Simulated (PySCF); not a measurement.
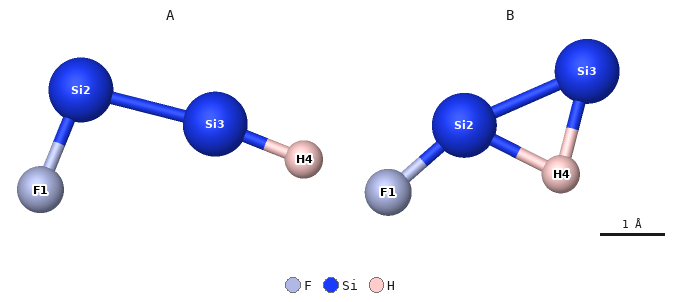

Two geometries of Si₂HF, drawn at one scale. One is the start of a relaxation, the other its converged end. The picture is a ball-and-stick view, seen face on.

These are results of RKS PBE0-D4/def2-TZVP, density fitting (PySCF 2.14.0), not measurements. 

Q: Which one is relaxed?

A: Structure B is the relaxed one. The largest move after the best rigid fit is that of H4, 1.32 Å. Largest moves by element: H 1.32 Å, Si 0.97 Å, F 0.13 Å. Near-neighbour distances that change, for instance: Si2–H4 3.662 → 1.698 Å, Si3–H4 1.497 → 1.674 Å, F1–Si2 1.696 → 1.593 Å, Si2–Si3 2.173 → 2.104 Å. Among the angles between lasting bonds that change: Si2–Si3–H4 172.5° → 51.9°, F1–Si2–Si3 97.5° → 162.3°. After 33 geometry steps the energy has fallen by 125.0 kJ/mol. Cost: 3.6 min on 2 threads of Arm Neoverse V1, on a shared host.
